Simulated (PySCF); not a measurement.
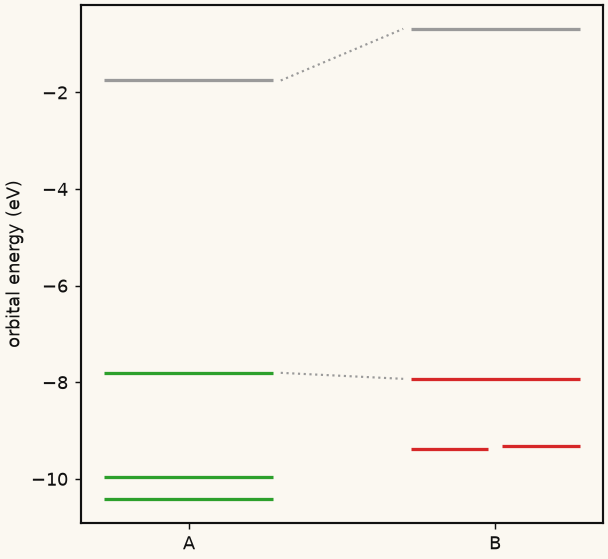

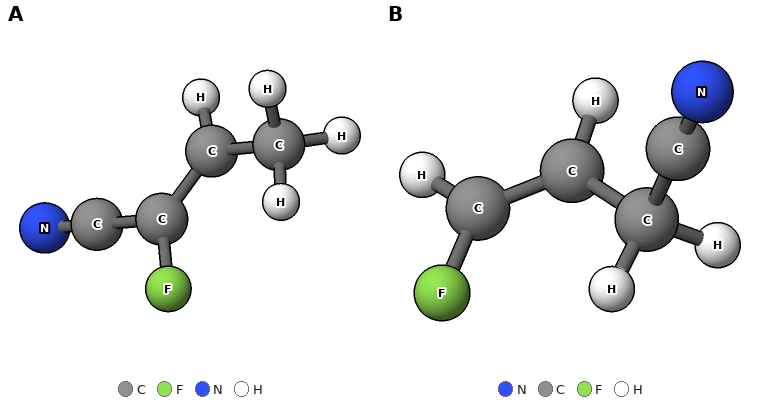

Related molecules: A is C₄H₄FN, SMILES C/C=C(\F)C#N; B is C₄H₄FN, SMILES N#CC/C=C\F. Frontier orbital energies, B3LYP/def2-SVPD with PySCF 2.14.0, at a PBE0-D3(BJ)/def2-SVP geometry (no frequency check); drawn are at most three filled levels and, in grey, the LUMO with any level within 0.03 eV of it; dotted lines join the HOMOs and the LUMOs.

Q: What does the change do to the frontier levels?

A: From A to B the HOMO falls by 0.12 eV and the LUMO rises by 1.07 eV, so the separation goes from 6.05 to 7.25 eV.

Q: Does the ΔSCF ionisation energy follow the HOMO?

A: A: −ε(HOMO) 7.81, ΔSCF 10.15 eV; B: −ε(HOMO) 7.93, ΔSCF 10.44 eV.

Limits of at least one run: one conformer of a flexible molecule.
